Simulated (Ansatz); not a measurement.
**What InF (model cell, started as CsCl type) distorts into**

Which phase does InF (model cell, started as CsCl type) fall into along its unstable mode, and how much energy does it gain?

Calculated with Ansatz 0.2.0; DFT PBEsol, scalar-relativistic, plane waves, PAW.

The structure was built from a prototype and need not be the compound's stable phase.

## (1) Set-up

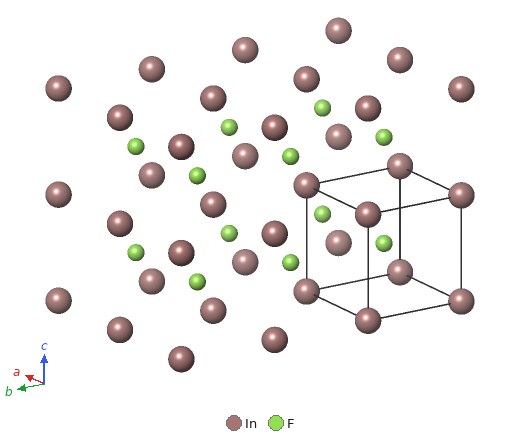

Start, viewed from a free direction; indium brown, fluorine green. 2×3×2 cells are drawn. Some periodic images of atoms are drawn too.

## (2) The dispersion

The cell comes from relaxations at this level that are not shown. Stability and thermal properties need the whole zone. Linear response on a 4×4×4 q mesh gives force constants as far as a supercell of that size would.

input.yaml

```yaml
crystal:
  lattice:
    - [3.271261715, 0.0, 0.0]
    - [0.0, 3.271261715, 0.0]
    - [0.0, 0.0, 3.271261715]
  atoms:
    - { symbol: In, position: [0.0, 0.0, 0.0] }
    - { symbol: F, position: [0.5, 0.5, 0.5] }
kpoints:
  mp_grid: { grid: [16, 16, 16] }
hamiltonian:
  xc: pbesol
scf:
  occupations: { method: methfessel_paxton, width: 0.2 }
output:
  eigenvalues: true
phonons:
  method: dfpt
  qmesh: [4, 4, 4]
  temperatures: { t_max: 1000, t_step: 50 }
  qpath:
    path:
      - [[0.0, 0.0, 0.0], [0.0, 0.5, 0.0], [0.5, 0.5, 0.0], [0.0, 0.0, 0.0], [0.5, 0.5, 0.5], [0.0, 0.5, 0.0]]
      - [[0.5, 0.5, 0.5], [0.5, 0.5, 0.0]]
    npoints: 10
```

On the command line:

```sh
> ansatz run input.yaml --threads 4 --pin off --max-ram 7168MiB --backend cpu --events-out ev --progress --plain --runs-dir out
```

Numbers of over 12 decimals in the logs are rounded to 6 here.

Output:

```text
Engine: ansatz 0.2.0, aarch64-unknown-linux-gnu
Pseudopotentials: kind: paw
Pseudopotential: In, paw, valence charge 13, recommended cutoff 420 eV (normal), In.paw.azcp
Pseudopotential: F, paw, valence charge 7, recommended cutoff 420 eV (normal), F.paw.azcp
Functional definition: PBEsol
  exchange = pbesol_x
  correlation = pbesol_c
Crystal: 2 atoms, lattice volume = 35.006 Å³
Basis set: ecut = 420 eV, 691 PW (Γ), exchange–correlation on 48×48×48 points (8 copies of the dense FFT grid, shifted against one another)
Bands: 14, of which v1, the nominal top of the filled ones, is band 10 counted from 1 (9 counted from 0)
Symmetry: 48 space group operations
k-points: 165 of 4096
Non-local potential: In, projectors of the file, l = 0: 2, l = 1: 2, l = 2: 2, l = 3: 2
Non-local potential: F, projectors of the file, l = 0: 2, l = 1: 2, l = 2: 1
PAW form: soft (Blöchl's): semilocal exchange-correlation on the pseudo side does not see the compensation charge
PAW frozen core: In, regenerated for the run's functional, and the local potential with it (the file was generated under x = pbe(κ = 0.804, μ = 0.219515), c = pbe(β = 0.066725))
PAW frozen core: F, regenerated for the run's functional, and the local potential with it (the file was generated under x = pbe(κ = 0.804, μ = 0.219515), c = pbe(β = 0.066725))
PAW one-centre angular grid: In, 590 points (default); XC on 64 Gauss nodes
PAW one-centre angular grid: F, 110 points (default); XC on 64 Gauss nodes
Initial density: superposition of atomic densities (neutral atoms: chi_scale 0, normalization atom), corrected by the library's trained network
Initial wavefunctions: pseudopotential atomic-orbital guess
Functional: x = pbesol(κ = 0.804, μ = 0.123457), c = pbesol(β = 0.046)
SCF iter   1: F=—  HF=-6325.900382 eV  |F-HF|=—  |Δ(HF+E_count)|=         —  Δρ=1.43e-2  dr2=4.94e-2  ethr=1.77e-3  ⟨swp⟩=5.0  Hψ=11080  notcnv=0
preconditioner: auto → none  [metal: Δε(μ)=0.088 eV  Ē_g=17.303 eV  σ=0.200 eV  W_gap=0.35  n_scr=6 (ndim 8)  ℏωp=28.1 eV  f_vac=0.000  D(μ)=0.04/eV (n_scr^D=0)  sad-step TF]
SCF iter   2: F=—  HF=-6325.890167 eV  |F-HF|=—  |Δ(HF+E_count)|=   1.02e-2  S|Δr|=    0.00e0  Δρ=6.54e-3  dr2=1.28e-2  ethr=2.47e-4  ⟨swp⟩=1.0  Hψ=3630  notcnv=0
SCF iter   3: F=—  HF=-6325.887176 eV  |F-HF|=—  |Δ(HF+E_count)|=   2.99e-3  S|Δr|=    0.00e0  Δρ=5.43e-4  dr2=7.85e-5  ethr=6.42e-5  ⟨swp⟩=2.1  Hψ=2888  notcnv=0
SCF iter   4: F=—  HF=-6325.887175 eV  |F-HF|=—  |Δ(HF+E_count)|=   1.20e-6  S|Δr|=    0.00e0  Δρ=9.43e-5  dr2=2.20e-6  ethr=3.92e-7  ⟨swp⟩=2.3  Hψ=3279  notcnv=0
SCF iter   5: F=—  HF=-6325.887177 eV  |F-HF|=—  |Δ(HF+E_count)|=   2.08e-6  S|Δr|=    0.00e0  Δρ=2.52e-5  dr2=1.39e-7  ethr=1.10e-8  ⟨swp⟩=2.0  Hψ=3704  notcnv=0
SCF iter   6: F=—  HF=-6325.887177 eV  |F-HF|=—  |Δ(HF+E_count)|=  2.66e-10  S|Δr|=    0.00e0  Δρ=5.41e-6  dr2=5.20e-9  ethr=6.97e-10  ⟨swp⟩=2.0  Hψ=3638  notcnv=0
SCF iter   7: F=—  HF=-6325.887177 eV  |F-HF|=—  |Δ(HF+E_count)|=   1.57e-9  S|Δr|=    0.00e0  Δρ=3.34e-7  dr2=2.21e-11  ethr=2.60e-11  ⟨swp⟩=2.1  Hψ=3733  notcnv=0
SCF iter   8: F=-6325.887177 eV  HF=-6325.887177 eV  |F-HF|=1.82e-12  |Δ(HF+E_count)|=  1.00e-11  S|Δr|=    0.00e0  Δρ=1.19e-8  dr2=2.96e-14  ethr=1.00e-12  ⟨swp⟩=5.6  Hψ=9369  notcnv=0
SCF 1 converged in 8 iterations: F = -6325.887177 eV  dr2 = 2.96e-14
  greatest PAW one-centre occupation: 0.984 electrons in one spin orbital (limit 2), on the In atom at site 0 (counted from 0), in its partial waves of l = 2
Initial density: read from a saved state, or passed on in memory by an earlier SCF of this step, an earlier step, the calling program or the single point that the run made first
iter 1 solved again at ethr=1.21e-7 eV; its pass at ethr=3.10e-3 eV (dr2=2.42e-5 eV) is discarded
SCF iter   1: F=—  HF=-6325.887176 eV  |F-HF|=—  |Δ(HF+E_count)|=         —  Δρ=1.17e-6  dr2=2.28e-10  ethr=1.21e-7  ⟨swp⟩=3.0  Hψ=17331  notcnv=0
eigensolver tolerance schedule: the retry pair's looser diagonalisation over-reported the residual by 105977.23 of it (diagonalisation noise at an unbounded share of the residual, at the tolerance the schedule requests for it); recorded, not acted on — ethr = c·dr2/N_el stays at c = 1.0e-1
preconditioner: auto → none  [metal: Δε(μ)=0.100 eV  Ē_g=17.399 eV  σ=0.200 eV  W_gap=0.40  n_scr=6 (ndim 8)  ℏωp=28.1 eV  f_vac=0.000  D(μ)=0.04/eV (n_scr^D=0)]
SCF iter   2: F=—  HF=-6325.887177 eV  |F-HF|=—  |Δ(HF+E_count)|=   5.23e-7  S|Δr|=    0.00e0  Δρ=1.07e-6  dr2=2.31e-10  ethr=1.14e-12  ⟨swp⟩=3.4  Hψ=5642  notcnv=0
SCF iter   3: F=—  HF=-6325.887177 eV  |F-HF|=—  |Δ(HF+E_count)|=  1.00e-10  S|Δr|=    0.00e0  Δρ=5.47e-7  dr2=5.55e-11  ethr=1.14e-12  ⟨swp⟩=2.0  Hψ=3077  notcnv=0
SCF iter   4: F=—  HF=-6325.887177 eV  |F-HF|=—  |Δ(HF+E_count)|=  2.73e-11  S|Δr|=    0.00e0  Δρ=2.64e-7  dr2=1.17e-11  ethr=1.00e-12  ⟨swp⟩=1.0  Hψ=2310  notcnv=0
SCF iter   5: F=-6325.887177 eV  HF=-6325.887177 eV  |F-HF|=7.28e-12  |Δ(HF+E_count)|=  3.64e-12  S|Δr|=    0.00e0  Δρ=2.08e-7  dr2=7.20e-12  ethr=1.00e-12  ⟨swp⟩=2.9  Hψ=5700  notcnv=0
SCF 2 converged in 5 iterations: F = -6325.887177 eV  dr2 = 7.20e-12
phonons: the bands overlap, so this run is a metal and interpolates without the dipole-dipole term. If the crystal is really an insulator or semiconductor, its LO-TO splitting is missing
NSCF: frozen V_eff on 165 k-points
WARN: eigensolver did not converge in 2 slots of this pass, the one above among them; of largest residual over every band (k=162): 1 band(s) unlocked (lowest unlocked band 13, counted from 0; max residual 4.57e-6 eV among the unlocked bands, 4.57e-6 eV over every band); of lowest unlocked band (k=162): band 13
NSCF: frozen V_eff on 405 k-points
DFPT response loops at q = (0, 0, 0) (fractional): preconditioner auto → Kerker (q_TF=auto, 2.485 Å⁻¹) (partly filled bands, converged f_vac=0.000); β = 1.00, the filter's whole step (`scf.mixing.beta` (0.50) is not read by the response loops under this deck's `scf.mixing.preconditioner`; to damp them name `kerker` or `kerker_dos`, under which they read `scf.mixing.beta`, and type it under 1.00, their step now; both keys bind the ground state too); Broyden in place of MSR1
NSCF: frozen V_eff on 2592 k-points
DFPT response loops at q = (0, 0, 0.25) (fractional): mixed as the last ones told, above
NSCF: frozen V_eff on 1458 k-points
DFPT response loops at q = (0, 0, -0.5) (fractional): mixed as the last ones told, above
NSCF: frozen V_eff on 4608 k-points
DFPT response loops at q = (0, 0.25, 0.25) (fractional): mixed as the last ones told, above
NSCF: frozen V_eff on 2592 k-points
DFPT response loops at q = (0, 0.25, -0.5) (fractional): mixed as the last ones told, above
NSCF: frozen V_eff on 1458 k-points
DFPT response loops at q = (0, -0.5, -0.5) (fractional): mixed as the last ones told, above
NSCF: frozen V_eff on 4352 k-points
DFPT response loops at q = (0.25, 0.25, 0.25) (fractional): mixed as the last ones told, above
NSCF: frozen V_eff on 4608 k-points
DFPT response loops at q = (0.25, 0.25, -0.5) (fractional): mixed as the last ones told, above
NSCF: frozen V_eff on 2592 k-points
DFPT response loops at q = (0.25, -0.5, -0.5) (fractional): mixed as the last ones told, above
NSCF: frozen V_eff on 810 k-points
DFPT response loops at q = (-0.5, -0.5, -0.5) (fractional): mixed as the last ones told, above
SCF converged after 8 iterations
Stability not checked: this state was not tested for a lower state beside it, because cold or Methfessel-Paxton smearing, or corrected tetrahedra, fill the levels in a way that the test cannot read (fill_not_monotonic; see scf.lower_state_search)
Free energy (F): -6325.887177 eV
Harris-Foulkes:  -6325.887177 eV  (|F-HF|=1.82e-12)
Internal energy: -6325.887540 eV  (E = F + TS)
E sigma→0 (E₀):  -6325.887268 eV
Entropy (-TS):   0.000364 eV (0.182 meV/atom)
Fermi energy:    8.199210 eV
Step filling:    the computed levels leave a gap of 0.1000 eV = 0.5 smearing widths at the electron count; against every level under it full and every level over it empty, smearing changes F+E_penalty+E_count by +0.112 meV and its σ→0 estimate by +0.021 meV
--- Per-component energies (eV) ---
  E_band       = -53.977150
  E_kinetic    = 444.612684
  E_local      = -1550.434582  (includes V_loc(G=0)·N_el)
  E_nonlocal   = 441.081196
  E_hartree    = 585.952507
  E_xc         = -293.042861
  E_vxc        = -201.980635  (∫ρ·V_xc dr)
  E_paw        = -4271.761758  (= ΣΔE_a)
  E_vpaw       = -359.162852  (= ΣTr[D̂ρ^β])
  E_aug_tail   = 0.002028  (compensation charges beyond the density's cutoff)
  E_ewald      = -1682.575100
  E_core_change = 0.278345  (= ΣΔE_core)
  E_smearing   = 0.000364  (= −TS)
  E_closure    = -0.000000  (closes the sum)
  Σ components = -6325.887177   (vs F -6325.887177, Δ=0.00e0)
--- Band table (eV; the first three rows and the last of 165) ---
  k-point 0: bands = [... 6 lower, 1.9424, 4.1698, 4.1698, 4.1698, 16.5208, 16.5208, 16.5208, 17.4304]
  k-point 1: bands = [... 6 lower, 1.9065, 4.1806, 4.1806, 4.2327, 15.5867, 16.5334, 16.5334, 17.4708]
  k-point 2: bands = [... 6 lower, 1.8115, 4.2130, 4.2130, 4.4149, 14.2958, 16.5692, 16.5692, 17.5922]
  k-point 164: bands = [... 6 lower, 3.7916, 3.7916, 3.7916, 9.3409, 10.1407, 10.1407, 10.1407, 19.0456]
--- Phonons (Γ-DFPT): 2 representative perturbations + reference (Σ response iterations 7) ---
  ASR residual: 1.145e-5 → 0.000e0 eV/Å²; symmetrization residual: 3.101e-6 eV/Å²
  ASR residual per site (eV/Å²): 1.15e-5 3.40e-6
  Γ frequencies (cm⁻¹): -115.42 -115.42 -115.42 0.00 0.00 0.00
--- Phonons (arbitrary-q DFPT): 10 irreducible q on the 4×4×4 mesh ---
  q = [0.0000, 0.0000, 0.0000] (star 1, of the zone-centre solve; hermiticity 7.77e-6, symmetrization 3.75e-11): -115.42 -115.42 -115.42 -0.00 -0.00 0.00
  q = [0.0000, 0.0000, 0.2500] (star 6, 4 solved perturbations in 4032 linear systems a pass and spin channel, the states on 1296 of 4096 k-point pairs; hermiticity 1.53e-6, symmetrization 1.02e-12): -75.95 -75.95 26.74 26.74 82.46 210.54
  q = [0.0000, 0.0000, -0.5000] (star 3, 4 solved perturbations in 2268 linear systems a pass and spin channel, the states on 729 of 4096 k-point pairs; hermiticity 9.64e-14, symmetrization 1.25e-12): -56.40 -56.40 80.17 80.17 127.36 218.29
  q = [0.0000, 0.2500, 0.2500] (star 12, 4 solved perturbations in 7056 linear systems a pass and spin channel, the states on 2304 of 4096 k-point pairs; hermiticity 2.02e-6, symmetrization 1.91e-12): -107.14 -65.04 45.43 58.25 81.07 165.63
  q = [0.0000, 0.2500, -0.5000] (star 12, 6 solved perturbations on 1296 of 4096 k-point pairs; hermiticity 2.30e-6, symmetrization 2.18e-14): -62.59 18.95 25.06 73.02 103.56 110.48
  q = [0.0000, -0.5000, -0.5000] (star 3, 4 solved perturbations in 2268 linear systems a pass and spin channel, the states on 729 of 4096 k-point pairs; hermiticity 4.83e-6, symmetrization 6.63e-13): -103.89 -103.89 -68.35 63.63 89.63 89.63
  q = [0.2500, 0.2500, 0.2500] (star 8, 2 solved perturbations on 2176 of 4096 k-point pairs; hermiticity 2.85e-6, symmetrization 3.96e-12): -12.55 -12.55 56.69 56.69 59.43 104.35
  q = [0.2500, 0.2500, -0.5000] (star 12, 4 solved perturbations in 7056 linear systems a pass and spin channel, the states on 2304 of 4096 k-point pairs; hermiticity 1.61e-6, symmetrization 3.71e-13): -49.30 -44.42 26.48 66.29 96.91 118.67
  q = [0.2500, -0.5000, -0.5000] (star 6, 4 solved perturbations in 4032 linear systems a pass and spin channel, the states on 1296 of 4096 k-point pairs; hermiticity 5.00e-6, symmetrization 5.24e-12): 15.65 61.22 61.22 82.66 82.66 111.39
  q = [-0.5000, -0.5000, -0.5000] (star 1, 2 solved perturbations on 405 of 4096 k-point pairs; hermiticity 1.20e-12, symmetrization 3.93e-12): 72.29 72.29 72.29 137.25 137.25 137.25
  sum rule: each row above includes the acoustic sum rule's correction from the zone centre's row sums; it moved no ω² by more than (0.22 cm⁻¹)²
  mesh force constants: q→R imaginary residual 6.82e-19; ASR residual 1.145e-5 → 0.000e0 eV/Å²; symmetrization residual 1.776e-15 eV/Å²
  interpolated dispersion: 62 rows × 6 modes
  density of states and harmonic sums: on the 20×20×20 q-mesh, interpolated from the force constants of a 4×4×4 supercell (no non-analytic term)
  largest difference from the sums on the solved wave vectors: F 7.97e-2 eV, S 9.84e-5 and C_V 2.32e-5 eV/K
  zero-point energy: 0.021129 eV/cell   skipped modes (ω ≤ 0): 549, of them read as no rigid motion or as one in doubt: 546 (1.920e0 modes/cell left out, lowest -122.84 cm⁻¹)   left out of the sums: 3.20e-1 of the cell's modes: C_V's classical limit lies that fraction below 3 k_B per atom; for a crystal, a wire or a layer, F and S can be off by more, and a phonons.interpolated_qmesh denser along its periods is the remedy for the sampling
```

Elapsed: 5.8 min, on 4 threads of Arm Neoverse V2, shared host; peak memory 2.8 GiB.

The column dr2 measures how far the density is from self-consistency, as an energy; F and HF (Harris–Foulkes) agree once it is small.

Numbers from this step:

* volume per atom: 17.50 Å³
* gap on the k-mesh: 0 eV
* sum-rule residual before enforcement: 1.15e-5 eV/Å²
* lowest frequency on the path: -122.8 cm⁻¹
* point group: m-3m
* highest frequency on the path or at a solved wavevector: 233.1 cm⁻¹
* highest optical mode at the zone centre (no LO-TO term): -115.4 cm⁻¹
* lowest optical zone-centre mode: -115.4 cm⁻¹
* lowest mode on the q mesh (acoustic modes at Γ apart): -115.4 cm⁻¹

Frequencies (cm⁻¹) solved at each irreducible wavevector; negative means imaginary. Frequencies by wavevector, by row:

```tsv
q in reciprocal lattice units	star	mode 1	mode 2	mode 3	mode 4	mode 5	mode 6
0 0 0	1	-115.4	-115.4	-115.4	0	0	0
0 0 0.25	6	-76	-76	26.7	26.7	82.5	210.5
0 0 -0.5	3	-56.4	-56.4	80.2	80.2	127.4	218.3
0 0.25 0.25	12	-107.1	-65	45.4	58.2	81.1	165.6
0 0.25 -0.5	12	-62.6	18.9	25.1	73	103.6	110.5
0 -0.5 -0.5	3	-103.9	-103.9	-68.3	63.6	89.6	89.6
0.25 0.25 0.25	8	-12.6	-12.6	56.7	56.7	59.4	104.3
0.25 0.25 -0.5	12	-49.3	-44.4	26.5	66.3	96.9	118.7
0.25 -0.5 -0.5	6	15.7	61.2	61.2	82.7	82.7	111.4
-0.5 -0.5 -0.5	1	72.3	72.3	72.3	137.2	137.2	137.2
```

Interpolated from a 4×4×4 q mesh. The phonon branches at the labelled points (cm⁻¹):

```tsv
point	branch 1	branch 2	branch 3	branch 4	branch 5	branch 6
Γ	-115	-115	-115	0	0	0
X	-56	-56	80	80	127	218
M	-104	-104	-68	64	90	90
Γ	-115	-115	-115	0	0	0
R	72	72	72	137	137	137
X	-56	-56	80	80	127	218
jump to R	72	72	72	137	137	137
M	-104	-104	-68	64	90	90
```

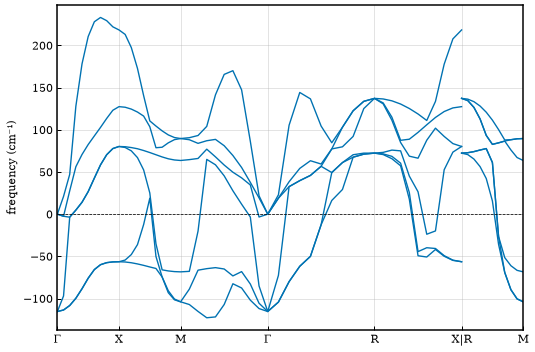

Phonon branches along the path.

Symmetry leaves 10 wavevectors to solve. The lowest mode among them, the acoustic zeros apart, lies at Γ and is imaginary, 115.4i cm⁻¹, so the energy falls along it. Between them the interpolated path dips to 123i cm⁻¹.

## (3) The mode frozen in, largest atomic shift 0 Å

The mode followed lies at q = (0, 0.25, 0.25) with frequency 107.1i cm⁻¹, one of the unstable modes though not the softest. At small amplitude the distorted cell has space group no. 51 by a symmetry search on the positions. The undistorted cell that holds it gives the zero of energy on the same k mesh.

System of this step: InF (model cell, started as CsCl type). The structure is cubic, space group Pm-3m (No. 221). The conventional cell has a = 3.271 Å, b = 3.271 Å, c = 3.271 Å, α = 90.00°, β = 90.00°, γ = 90.00°. Nearest to In lie 8 F at 2.83 Å. Nearest to F lie 8 In at 2.83 Å. Farther neighbours and most contacts between anions are not listed.

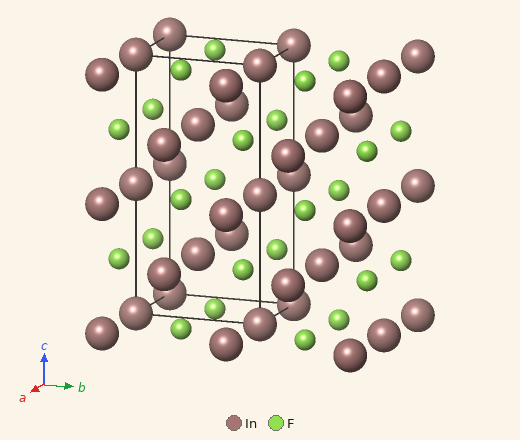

The cell of this step (indium brown, fluorine green). 2×2×1 cells are drawn. Some periodic images of atoms are drawn too.

input.yaml

```yaml
crystal:
  lattice:
    - [3.271261715, 0.0, 0.0]
    - [0.0, 3.271261715, -3.271261715]
    - [0.0, 6.54252343, 6.54252343]
  atoms:
    - { symbol: In, position: [0.0, 0.5, 0.25] }
    - { symbol: In, position: [0.0, 0.0, 0.5] }
    - { symbol: In, position: [0.0, 0.5, 0.75] }
    - { symbol: In, position: [0.0, 0.0, 0.0] }
    - { symbol: F, position: [0.5, 0.0, 0.25] }
    - { symbol: F, position: [0.5, 0.5, 0.5] }
    - { symbol: F, position: [0.5, 0.0, 0.75] }
    - { symbol: F, position: [0.5, 0.5, 0.0] }
kpoints:
  mp_grid: { grid: [12, 8, 4] }
hamiltonian:
  xc: pbesol
scf:
  occupations: { method: methfessel_paxton, width: 0.2 }
output:
  forces: true
  stress: true
  eigenvalues: true
```

Output:

```text
[...]
Crystal: 8 atoms, lattice volume = 140.025 Å³
Basis set: ecut = 420 eV, 2747 PW (Γ), exchange–correlation on 48×64×128 points (8 copies of the dense FFT grid, shifted against one another)
Bands: 48, of which v1, the nominal top of the filled ones, is band 40 counted from 1 (39 counted from 0)
Symmetry: 32 space group operations
[...]
k-points: 105 of 384
[...]
k-point 0: bands = [... 36 lower, 4.4924, 6.0332, 6.0332, 6.0848, 11.0333, 11.0333, 12.1402, 12.1402, ... 3 higher]
  k-point 1: bands = [... 36 lower, 4.4906, 5.4316, 6.2520, 6.4579, 10.9292, 11.1182, 11.2477, 11.8098, ... 3 higher]
  k-point 2: bands = [... 36 lower, 4.8270, 4.8270, 6.5094, 6.5094, 10.8642, 10.8642, 11.3751, 11.3751, ... 3 higher]
  k-point 104: bands = [... 36 lower, 6.5386, 6.5386, 6.5386, 6.5386, 10.4931, 10.4931, 10.4931, 10.4931, ... 3 higher]
[key lines of the parts left out:]
SCF converged after 6 iterations
Free energy (F): -25303.546925 eV
Fermi energy:    8.172373 eV
P = ⅓ Tr σ = 0.0200 GPa (0.200 kbar)
```

The job ended after 6.7 s (4 threads; peak memory 0.77 GiB).

This step gave:

| Quantity | Value |
| --- | --- |
| pressure | 0.01995 GPa |
| energy from the undistorted cell | 0 meV/atom |

The run ends at a pressure of 0.02 GPa.

## (4) The mode frozen in, largest atomic shift 0.45 Å

The atoms are moved along the unstable eigenvector, the largest shift by 0.45 Å, with the cell fixed.

input.yaml, the sections that differ from step 3:

```yaml
crystal:
  lattice:
    - [3.271261715, 0.0, 0.0]
    - [0.0, 3.271261715, -3.271261715]
    - [0.0, 6.54252343, 6.54252343]
  atoms:
    - { symbol: In, position: [0.0, 0.5, 0.25] }
    - { symbol: In, position: [0.0, 0.0077013112, 0.5] }
    - { symbol: In, position: [0.0, 0.5, 0.75] }
    - { symbol: In, position: [0.0, -0.0077013112, 0.0] }
    - { symbol: F, position: [0.5, 0.0, 0.25] }
    - { symbol: F, position: [0.5, 0.4027292588, 0.5] }
    - { symbol: F, position: [0.5, 0.0, 0.75] }
    - { symbol: F, position: [0.5, 0.5972707412, 0.0] }
# kpoints, hamiltonian, scf, output: as in step 3
```

Output:

```text
[...]
Crystal: 8 atoms, lattice volume = 140.025 Å³
Basis set: ecut = 420 eV, 2747 PW (Γ), exchange–correlation on 48×64×128 points (8 copies of the dense FFT grid, shifted against one another)
Bands: 48, of which v1, the nominal top of the filled ones, is band 40 counted from 1 (39 counted from 0)
Symmetry: 8 space group operations
[...]
k-points: 105 of 384
[...]
k-point 0: bands = [... 36 lower, 4.4756, 5.6854, 6.1521, 6.5364, 10.8525, 10.9162, 12.1311, 12.3786, ... 4 higher]
  k-point 1: bands = [... 36 lower, 4.4743, 5.3116, 6.4277, 6.5919, 10.8802, 10.9080, 11.5004, 11.8437, ... 4 higher]
  k-point 2: bands = [... 36 lower, 4.8105, 4.8105, 6.6227, 6.6227, 10.8954, 10.8954, 11.3958, 11.3958, ... 4 higher]
  k-point 104: bands = [... 36 lower, 6.1036, 6.1036, 7.1622, 7.1622, 10.3279, 10.3279, 10.9235, 10.9235, ... 4 higher]
[key lines of the parts left out:]
SCF converged after 9 iterations
Free energy (F): -25303.633737 eV
Fermi energy:    8.328353 eV
P = ⅓ Tr σ = 0.9684 GPa (9.684 kbar)
```

Run time: 8.9 s. Hardware: 4 threads; peak memory 0.77 GiB.

Numbers from this step:

```
pressure                         : 0.9684 GPa
energy from the undistorted cell : -10.85 meV/atom
```

The energy, extrapolated to zero smearing, is -10.85 meV/atom against the undistorted cell.

The run ends at a pressure of 0.97 GPa, with forces up to 0.19 eV/Å.

(Continued in part 2 of 3.)

[Logs are printed without paths, hosts, clocks, repeated set-up lines and the standing remarks that a program may print on its own settings, such as how far it seeks lower states.]

[Hosts, paths, dates, database ids (printed as entryN), source tags and the programs' standing remarks are cut or masked in the printed files.]
